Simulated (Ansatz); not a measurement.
# Geometry relaxation, with input and output: GeH4F (part 1 of 2)

System: GeH4F, multiplicity 2.
Method: UKS CAM-B3LYP-D4/def2-SVP (Ansatz 0.2.0).

It belongs to a series of runs on one base structure; here: end point A relaxed. Figures and captions count atoms from 1; the log counts them from 0 in places.

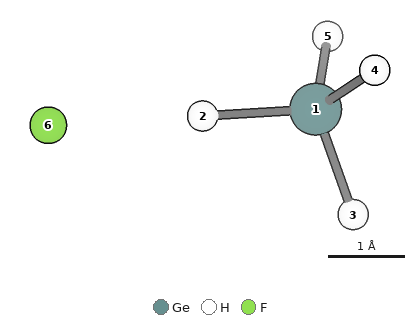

**Figure 1.** The starting structure (ball-and-stick view, seen at a tilt; atoms are numbered from 1 in the order of the input). Sticks mark near contacts. Bond lengths as drawn: Ge–H 1.53 to 1.55 Å.

### Input file
```yaml
crystal:
  periodic: [false, false, false]
  atoms:
    - { symbol: Ge, position_ang: [0.000319, 0.0, -0.074877] }
    - { symbol: H, position_ang: [0.000103, 0.0, 1.472509] }
    - { symbol: H, position_ang: [1.450143, 0.0, -0.569137] }
    - { symbol: H, position_ang: [-0.724482, 1.255519, -0.569453] }
    - { symbol: H, position_ang: [-0.724482, -1.255519, -0.569453] }
    - { symbol: F, position_ang: [0.0, 0.0, 3.581811] }
magnetization:
  spin_polarized: true
  initial_magnetization: 1
basis:
  gaussian: { orbitals: def2-SVP }
hamiltonian:
  xc: cam_b3lyp
  dispersion: d4
relax:
  f_tol: 0.03
  max_steps: 50
```

Run as:
```bash
ansatz run input.yaml --threads 2 --pin off --max-ram 3072MiB --backend cpu --events-out ev --progress --plain --runs-dir out
```

### Output
```
The last accepted step is kept in [file] (removed where the run ends without a failure and the disk answers)
Engine: ansatz 0.2.0, aarch64-unknown-linux-gnu
Functional definition: CAM-B3LYP
  parameter alpha = 0.19
  parameter beta = 0.46
  parameter omega = 0.33/bohr
  parameter ac = 0.81
  exchange = (1 - alpha - beta)*b88_x + beta*b88_x_sr(omega) + alpha*exact_x + beta*exact_x_lr(omega)
  correlation = (1 - ac)*vwn5_c + ac*lyp_c
702 factors; integrals over basis functions are off by at most 6.9e-4 eV
197 factors; integrals over basis functions are off by at most 5.5e-6 eV
mean field evaluation 1: about -59283.8077 eV, gradient 3.2e1 eV
mean field evaluation 2: about -59273.0920 eV, gradient 6.7e1 eV
mean field evaluation 4: about -59289.6877 eV, gradient 5.5e0 eV
mean field evaluation 8: about -59289.8281 eV, gradient 3.0e-1 eV
mean field evaluation 16: about -59289.8288 eV, gradient 1.6e-4 eV
mean field evaluation 32: about -59289.7733 eV, gradient 2.0e-1 eV
mean field -59289.82875606 eV, -2178.8610186959 hartree, gradient 2.2e-7 eV, S^2 0.752045; 4 other end points of the search recorded, 0 dependent functions left out
the calculation of the forces begins
reference -59289.82885505 eV, -2178.8610223337 hartree; 23, 22 occupied and 43, 44 virtual orbitals, 702 factors
relax step   1: F+E_penalty+E_count = -59289.86854402 eV  Δ(F+E_penalty+E_count) = +0.000e0 eV  max|allowed force component| = 3.176e-1 eV/Å  Δτ_max = 0.0000 Å  (161 SCF iters, accepted)
these checks for a lower state are left out or cut short: starts, cluster_reference, orbital_swaps, neighbouring_geometries, increment
702 factors; integrals over basis functions are off by at most 6.8e-4 eV
197 factors; integrals over basis functions are off by at most 5.4e-6 eV
mean field -59289.87328270 eV, -2178.8626550198 hartree, gradient 1.1e-5 eV, S^2 0.752661; 0 other end points of the search recorded, 0 dependent functions left out
[... from here on the field's lines of each further geometry are left out, up to the last ...]
relax step   2: F+E_penalty+E_count = -59289.91386459 eV  Δ(F+E_penalty+E_count) = -4.532e-2 eV  max|allowed force component| = 4.700e-1 eV/Å  Δτ_max = 0.1089 Å  (49 SCF iters, accepted)
relax step   3: F+E_penalty+E_count = -59289.99526755 eV  Δ(F+E_penalty+E_count) = -8.140e-2 eV  max|allowed force component| = 7.190e-1 eV/Å  Δτ_max = 0.1348 Å  (46 SCF iters, accepted)
relax step   4: F+E_penalty+E_count = -59290.06915811 eV  Δ(F+E_penalty+E_count) = -7.389e-2 eV  max|allowed force component| = 8.355e-1 eV/Å  Δτ_max = 0.1069 Å  (40 SCF iters, accepted)
relax step   5: F+E_penalty+E_count = -59290.28440324 eV  Δ(F+E_penalty+E_count) = -2.152e-1 eV  max|allowed force component| = 1.506e0 eV/Å  Δτ_max = 0.1952 Å  (51 SCF iters, accepted)
relax step   6: F+E_penalty+E_count = -59290.87723033 eV  Δ(F+E_penalty+E_count) = -5.928e-1 eV  max|allowed force component| = 3.248e0 eV/Å  Δτ_max = 0.1965 Å  (33 SCF iters, accepted)
relax step   7: F+E_penalty+E_count = -59291.20945846 eV  Δ(F+E_penalty+E_count) = -3.322e-1 eV  max|allowed force component| = 6.568e0 eV/Å  Δτ_max = 0.1948 Å  (32 SCF iters, accepted)
relax step   8: F+E_penalty+E_count = -59291.59932235 eV  Δ(F+E_penalty+E_count) = -3.899e-1 eV  max|allowed force component| = 1.956e0 eV/Å  Δτ_max = 0.1943 Å  (32 SCF iters, accepted)
relax step   9: F+E_penalty+E_count = -59291.72449856 eV  Δ(F+E_penalty+E_count) = -1.252e-1 eV  max|allowed force component| = 8.728e-1 eV/Å  Δτ_max = 0.1948 Å  (32 SCF iters, accepted)
relax step  10: F+E_penalty+E_count = -59291.75230655 eV  Δ(F+E_penalty+E_count) = -2.781e-2 eV  max|allowed force component| = 3.570e-1 eV/Å  Δτ_max = 0.1222 Å  (29 SCF iters, accepted)
relax step  11: F+E_penalty+E_count = -59291.75835832 eV  Δ(F+E_penalty+E_count) = -6.052e-3 eV  max|allowed force component| = 4.899e-2 eV/Å  Δτ_max = 0.0642 Å  (29 SCF iters, accepted)
relax step  12: F+E_penalty+E_count = -59291.75857800 eV  Δ(F+E_penalty+E_count) = -2.197e-4 eV  max|allowed force component| = 1.944e-2 eV/Å  Δτ_max = 0.0085 Å  (27 SCF iters, accepted)
relax step  13: F+E_penalty+E_count = -59291.75867376 eV  Δ(F+E_penalty+E_count) = -9.576e-5 eV  max|allowed force component| = 8.154e-2 eV/Å  Δτ_max = 0.0299 Å  (27 SCF iters, accepted)
relax step  14: F+E_penalty+E_count = -59291.75132351 eV  Δ(F+E_penalty+E_count) = +7.350e-3 eV  max|allowed force component| = 9.373e-1 eV/Å  Δτ_max = 0.0810 Å  (31 SCF iters, rejected (line search))
relax step  15: F+E_penalty+E_count = -59291.75931932 eV  Δ(F+E_penalty+E_count) = -6.456e-4 eV  max|allowed force component| = 4.363e-2 eV/Å  Δτ_max = 0.0307 Å  (28 SCF iters, accepted)
relax step  16: F+E_penalty+E_count = -59291.76003708 eV  Δ(F+E_penalty+E_count) = -7.178e-4 eV  max|allowed force component| = 2.122e-1 eV/Å  Δτ_max = 0.0486 Å  (28 SCF iters, accepted)
relax step  17: F+E_penalty+E_count = -59291.74778109 eV  Δ(F+E_penalty+E_count) = +1.226e-2 eV  max|allowed force component| = 1.182e0 eV/Å  Δτ_max = 0.1045 Å  (31 SCF iters, rejected (line search))
relax step  18: F+E_penalty+E_count = -59291.76294253 eV  Δ(F+E_penalty+E_count) = -2.905e-3 eV  max|allowed force component| = 1.795e-1 eV/Å  Δτ_max = 0.0522 Å  (29 SCF iters, accepted)
relax step  19: F+E_penalty+E_count = -59291.76630198 eV  Δ(F+E_penalty+E_count) = -3.359e-3 eV  max|allowed force component| = 4.490e-1 eV/Å  Δτ_max = 0.0744 Å  (32 SCF iters, accepted)
relax step  20: F+E_penalty+E_count = -59291.76561665 eV  Δ(F+E_penalty+E_count) = +6.853e-4 eV  max|allowed force component| = 8.846e-1 eV/Å  Δτ_max = 0.1096 Å  (32 SCF iters, rejected (line search))
relax step  21: F+E_penalty+E_count = -59291.77161701 eV  Δ(F+E_penalty+E_count) = -5.315e-3 eV  max|allowed force component| = 2.869e-1 eV/Å  Δτ_max = 0.0548 Å  (27 SCF iters, accepted)
relax step  22: F+E_penalty+E_count = -59291.77675706 eV  Δ(F+E_penalty+E_count) = -5.140e-3 eV  max|allowed force component| = 2.222e-1 eV/Å  Δτ_max = 0.0551 Å  (28 SCF iters, accepted)
relax step  23: F+E_penalty+E_count = -59291.78372886 eV  Δ(F+E_penalty+E_count) = -6.972e-3 eV  max|allowed force component| = 1.524e-1 eV/Å  Δτ_max = 0.0844 Å  (31 SCF iters, accepted)
relax step  24: F+E_penalty+E_count = -59291.79148488 eV  Δ(F+E_penalty+E_count) = -7.756e-3 eV  max|allowed force component| = 8.804e-2 eV/Å  Δτ_max = 0.1266 Å  (30 SCF iters, accepted)
relax step  25: F+E_penalty+E_count = -59291.79221535 eV  Δ(F+E_penalty+E_count) = -7.305e-4 eV  max|allowed force component| = 8.785e-2 eV/Å  Δτ_max = 0.0509 Å  (26 SCF iters, accepted)
relax step  26: F+E_penalty+E_count = -59291.79303027 eV  Δ(F+E_penalty+E_count) = -8.149e-4 eV  max|allowed force component| = 4.807e-3 eV/Å  Δτ_max = 0.0378 Å  (27 SCF iters, accepted)
relax step  27: F+E_penalty+E_count = -59291.79305145 eV  Δ(F+E_penalty+E_count) = -2.118e-5 eV  max|allowed force component| = 1.123e-1 eV/Å  Δτ_max = 0.0296 Å  (28 SCF iters, accepted)
relax step  28: F+E_penalty+E_count = -59291.79323036 eV  Δ(F+E_penalty+E_count) = -1.789e-4 eV  max|allowed force component| = 2.339e-2 eV/Å  Δτ_max = 0.0115 Å  (26 SCF iters, accepted)
relax step  29: F+E_penalty+E_count = -59291.79352451 eV  Δ(F+E_penalty+E_count) = -2.942e-4 eV  max|allowed force component| = 1.092e-2 eV/Å  Δτ_max = 0.0226 Å  (28 SCF iters, accepted)
relax step  30: F+E_penalty+E_count = -59291.79419545 eV  Δ(F+E_penalty+E_count) = -6.709e-4 eV  max|allowed force component| = 1.544e-1 eV/Å  Δτ_max = 0.0501 Å  (27 SCF iters, accepted)
relax step  31: F+E_penalty+E_count = -59291.74585098 eV  Δ(F+E_penalty+E_count) = +4.834e-2 eV  max|allowed force component| = 1.720e0 eV/Å  Δτ_max = 0.1955 Å  (31 SCF iters, rejected (line search))
relax step  32: F+E_penalty+E_count = -59291.79823077 eV  Δ(F+E_penalty+E_count) = -4.035e-3 eV  max|allowed force component| = 1.341e-1 eV/Å  Δτ_max = 0.0977 Å  (30 SCF iters, accepted)
relax step  33: F+E_penalty+E_count = -59291.80060763 eV  Δ(F+E_penalty+E_count) = -2.377e-3 eV  max|allowed force component| = 5.185e-1 eV/Å  Δτ_max = 0.0987 Å  (31 SCF iters, accepted)
relax step  34: F+E_penalty+E_count = -59291.78191288 eV  Δ(F+E_penalty+E_count) = +1.869e-2 eV  max|allowed force component| = 1.228e0 eV/Å  Δτ_max = 0.1448 Å  (30 SCF iters, rejected (line search))
relax step  35: F+E_penalty+E_count = -59291.80683427 eV  Δ(F+E_penalty+E_count) = -6.227e-3 eV  max|allowed force component| = 4.152e-1 eV/Å  Δτ_max = 0.0706 Å  (27 SCF iters, accepted)
relax step  36: F+E_penalty+E_count = -59291.81380502 eV  Δ(F+E_penalty+E_count) = -6.971e-3 eV  max|allowed force component| = 2.017e-1 eV/Å  Δτ_max = 0.0749 Å  (27 SCF iters, accepted)
relax step  37: F+E_penalty+E_count = -59291.81907485 eV  Δ(F+E_penalty+E_count) = -5.270e-3 eV  max|allowed force component| = 3.515e-1 eV/Å  Δτ_max = 0.1079 Å  (32 SCF iters, accepted)
relax step  38: F+E_penalty+E_count = -59291.82244203 eV  Δ(F+E_penalty+E_count) = -3.367e-3 eV  max|allowed force component| = 1.891e-1 eV/Å  Δτ_max = 0.0829 Å  (31 SCF iters, accepted)
the calculation of the forces begins
reference -59291.77825836 eV, -2178.9326615838 hartree; 23, 22 occupied and 43, 44 virtual orbitals, 704 factors
relax step  39: F+E_penalty+E_count = -59291.82608145 eV  Δ(F+E_penalty+E_count) = -3.639e-3 eV  max|allowed force component| = 1.390e-2 eV/Å  Δτ_max = 0.0544 Å  (27 SCF iters, accepted)
```

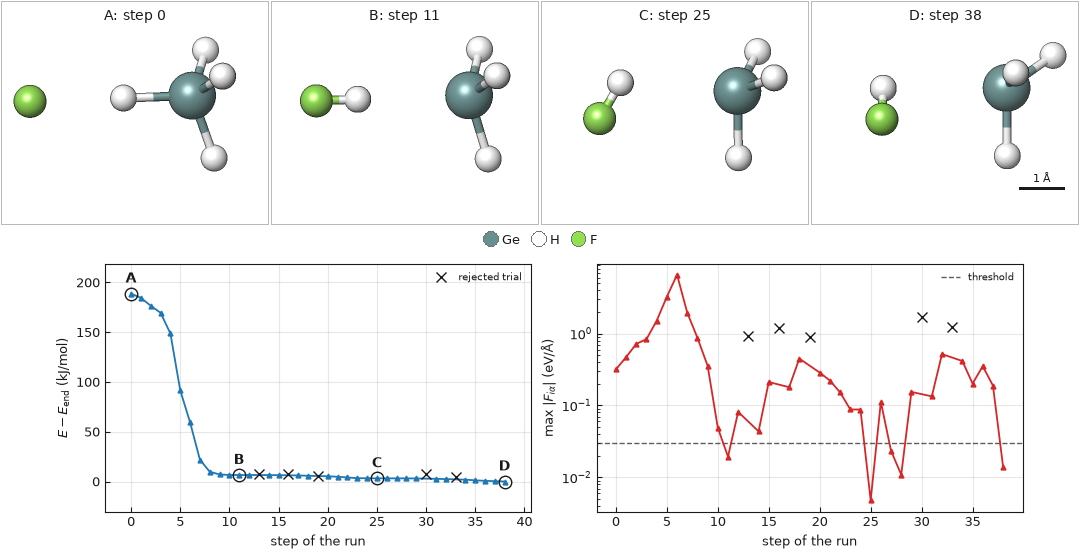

**Figure 2.** Frames of the relaxation (ball-and-stick view, seen at a tilt) above the curves, on which the letters mark them (the first geometry is step 0 here and step 1 in the log).

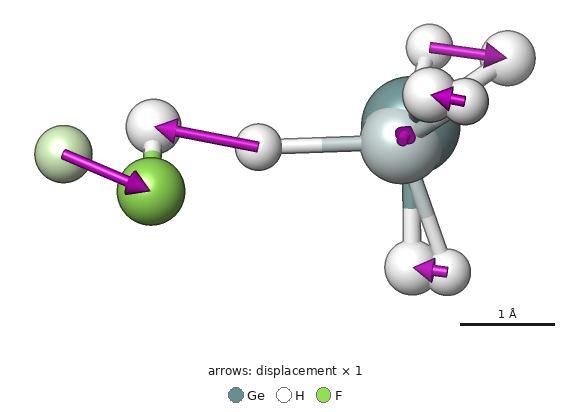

**Figure 3.** Start (faint) and end (solid) with the displacements as pink arrows, at true length (ball-and-stick view, seen at a tilt). The two geometries are laid on each other by the best rigid fit. The energy falls by 188.9 kJ/mol in 38 geometry steps. Largest force component: 0.32 eV/Å at the start, 0.014 eV/Å at the end. The line search rejected the trial steps at points 13, 16, 19, 30, 33 (counted from 0) and went back. The largest move after the best rigid fit is that of H2, 1.14 Å. By element the largest moves are H 1.14 Å, F 1.06 Å, Ge 0.29 Å. Among the contacts that change: Ge1–H2 1.547 → 2.780 Å, H2–F6 2.109 → 0.928 Å. New bonds form: H2–F6 (2.11 → 0.93 Å). Bonds break: Ge1–H2 (1.55 → 2.78 Å). (Atoms are counted from 1 in the order of the input.)

```
704 factors; integrals over basis functions are off by at most 1.1e-3 eV
197 factors; integrals over basis functions are off by at most 1.5e-6 eV
mean field -59291.77815806 eV, -2178.9326578981 hartree, gradient 7.9e-5 eV, S^2 0.751234; 1 other end points of the search recorded, 0 dependent functions left out
the calculation of the forces begins
reference -59291.77825836 eV, -2178.9326615838 hartree; 23, 22 occupied and 43, 44 virtual orbitals, 704 factors
Total energy: -59291.82618174 eV, -2178.9344227357 hartree
Atom 0 at    -0.134394    -0.247758    -0.199365 Å, force     0.008886     0.010889    -0.000586 eV/Å
Atom 1 at    -0.226807    -0.141365     2.576990 Å, force     0.013302     0.008466     0.004899 eV/Å
Atom 2 at     1.400501    -0.244806    -0.195264 Å, force    -0.005674    -0.004054     0.000794 eV/Å
Atom 3 at    -0.701765     1.177970    -0.258641 Å, force    -0.000031    -0.004757     0.000423 eV/Å
Atom 4 at    -0.689479    -1.117403    -1.342584 Å, force    -0.002581    -0.001562    -0.001777 eV/Å
Atom 5 at     0.353546     0.573362     2.690263 Å, force    -0.013901    -0.008983    -0.003753 eV/Å
Dipole moment:    -0.198673    -0.244148    -0.021628 e Å
```

### Trajectory as extended XYZ (Å, eV, eV/Å), 39 frames, from step=1 to step=39
```
6
Properties=species:S:1:pos:R:3:forces:R:3 step=1 energy=-59289.86854
Ge    0.0003    0.0000   -0.0749    0.0001   0.0000   0.0426
H     0.0001    0.0000    1.4725    0.0000   0.0000   0.2305
H     1.4501    0.0000   -0.5691    0.0109   0.0000   0.0148
H    -0.7245    1.2555   -0.5695   -0.0055   0.0094   0.0148
H    -0.7245   -1.2555   -0.5695   -0.0055  -0.0094   0.0148
F     0.0000    0.0000    3.5818    0.0000   0.0000  -0.3176
6
Properties=species:S:1:pos:R:3:forces:R:3 step=2 energy=-59289.91387
Ge    0.0003    0.0000   -0.0570    0.0000   0.0000  -0.0893
H     0.0001    0.0000    1.4862    0.0000   0.0000   0.4700
H     1.4532    0.0000   -0.5434   -0.0033   0.0000   0.0124
H    -0.7260    1.2581   -0.5437    0.0016  -0.0028   0.0124
H    -0.7260   -1.2581   -0.5437    0.0016   0.0028   0.0124
F     0.0000    0.0000    3.4729    0.0000   0.0000  -0.4180
6
Properties=species:S:1:pos:R:3:forces:R:3 step=3 energy=-59289.99527
Ge    0.0003    0.0000   -0.0333    0.0001   0.0000  -0.2119
H     0.0001    0.0000    1.5132   -0.0001   0.0000   0.7190
H     1.4543    0.0000   -0.5153   -0.0002   0.0000   0.0274
H    -0.7266    1.2591   -0.5156    0.0001  -0.0002   0.0274
H    -0.7266   -1.2591   -0.5156    0.0001   0.0002   0.0274
F     0.0000    0.0000    3.3380    0.0000   0.0000  -0.5893
6
Properties=species:S:1:pos:R:3:forces:R:3 step=4 energy=-59290.06916
Ge    0.0003    0.0000   -0.0589    0.0000   0.0000   0.4216
H     0.0000    0.0000    1.5250    0.0000   0.0000   0.6529
H     1.4763    0.0000   -0.4750   -0.0975   0.0000  -0.0797
H    -0.7376    1.2782   -0.4754    0.0487  -0.0844  -0.0797
H    -0.7376   -1.2782   -0.4754    0.0487   0.0844  -0.0797
F     0.0001    0.0000    3.2311    0.0000   0.0000  -0.8355
6
Properties=species:S:1:pos:R:3:forces:R:3 step=5 energy=-59290.28440
Ge    0.0003    0.0000   -0.0720    0.0000   0.0000   0.6014
H     0.0000    0.0000    1.5601    0.0000   0.0000   1.3974
H     1.4998    0.0000   -0.4173   -0.2352   0.0000  -0.1644
H    -0.7493    1.2985   -0.4177    0.1176  -0.2037  -0.1643
H    -0.7493   -1.2985   -0.4177    0.1176   0.2037  -0.1643
F     0.0001    0.0000    3.0360   -0.0001   0.0000  -1.5058
6
Properties=species:S:1:pos:R:3:forces:R:3 step=6 energy=-59290.87723
Ge    0.0003    0.0000   -0.0411    0.0002   0.0000  -0.5090
H     0.0000    0.0000    1.6475    0.0001   0.0000   3.2485
H     1.4995    0.0000   -0.3912   -0.2219   0.0000  -0.1268
H    -0.7492    1.2983   -0.3916    0.1110  -0.1921  -0.1268
H    -0.7492   -1.2983   -0.3916    0.1110   0.1921  -0.1268
F     0.0001    0.0000    2.8394   -0.0003   0.0000  -2.3592
6
Properties=species:S:1:pos:R:3:forces:R:3 step=7 energy=-59291.20946
Ge    0.0003    0.0000   -0.0455    0.0001   0.0000  -1.2117
H     0.0000    0.0000    1.8424   -0.0013   0.0000  -4.9136
H     1.4883    0.0000   -0.4093   -0.0452   0.0000  -0.1474
H    -0.7435    1.2885   -0.4097    0.0227  -0.0392  -0.1474
H    -0.7435   -1.2885   -0.4097    0.0227   0.0392  -0.1474
F     0.0001    0.0000    2.7032    0.0010   0.0000   6.5676
6
Properties=species:S:1:pos:R:3:forces:R:3 step=8 energy=-59291.59932
Ge    0.0003    0.0000   -0.1182    0.0000   0.0000  -0.0715
H    -0.0001    0.0000    1.9076    0.0002   0.0000   1.9556
H     1.4822    0.0000   -0.4716    0.0833   0.0000  -0.1471
H    -0.7405    1.2833   -0.4720   -0.0416   0.0721  -0.1472
H    -0.7405   -1.2833   -0.4720   -0.0416  -0.0721  -0.1472
F     0.0001    0.0000    2.8975   -0.0003   0.0000  -1.4426
```
